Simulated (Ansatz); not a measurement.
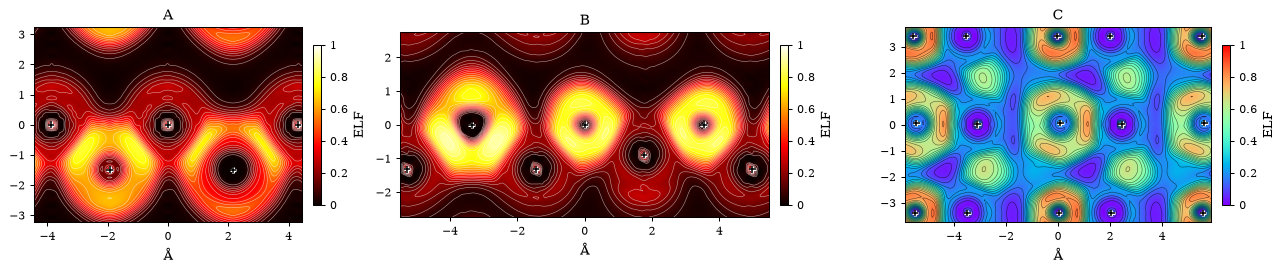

The ELF of 3 systems, each on a plane through atoms (crosses mark nuclei in the plane).

Computed with DFT, r2SCAN, plane waves, PAW (Ansatz 0.2.0).

System 1: Ga$_{3}$PN$_{2}$, the (100) plane of the conventional cell. Space group Imm2; started from the ordered alloy on zincblende lattice prototype, which need not be the ambient phase.

```xyz
12
Lattice="3.4021 0.0000 0.0000 0.0000 10.2487 0.0000 0.0000 0.0000 4.7886" Properties=species:S:1:pos:R:3 pbc="T T T"
N     1.7010    8.4841    2.3903
N     0.0000    3.3597    4.7845
Ga    1.7010    3.2144    1.0643
Ga    0.0000    8.3388    3.4585
N     1.7010    1.7646    2.3903
N     0.0000    6.8890    4.7845
Ga    1.7010    7.0343    1.0643
Ga    0.0000    1.9100    3.4585
P     1.7010    5.1244    2.3785
P     0.0000    0.0000    4.7728
Ga    1.7010    0.0000    1.4867
Ga    0.0000    5.1244    3.8809
```

System 2: Ga$_{4}$AsN$_{3}$, the (011̄) plane of the conventional cell. Space group Pm; started from the ordered alloy on wurtzite lattice prototype, which need not be the ambient phase.

```
N As Ga
1.0
     5.53713    0.00000    0.02248
     0.00000   -3.37053    0.00000
    -0.02391    0.00000   -5.91031
N As Ga
3 1 4
Direct
  0.99512 0.00000 0.68142
  0.00220 0.50000 0.15169
  0.49384 0.50000 0.83037
  0.51016 0.00000 0.34166
  0.35377 0.00000 0.70478
  0.35101 0.50000 0.12471
  0.85991 0.50000 0.83306
  0.93399 0.00000 0.33231
```

System 3: Ga$_{4}$SbAs$_{3}$, the (100) plane of the conventional cell. Space group Pmm2; started from the ordered alloy on zincblende lattice prototype, which need not be the ambient phase.

Question: Which map belongs to which system?

Answer: Panel A is system 3, Ga$_{4}$SbAs$_{3}$: the plane holds Ga, As and Sb. Ga–As (2.45 Å): the ELF peaks at about 0.80 between the atoms: a shared electron pair. Panel B is system 1, Ga$_{3}$PN$_{2}$: the plane holds N, Ga and P. Ga–N (1.96 Å): the ELF peaks at about 0.85 in the valence shell of N, 0.7 Å from its nucleus, and is about 0.50 at the midpoint. Panel C is system 2, Ga$_{4}$AsN$_{3}$: the plane holds N, As and Ga.
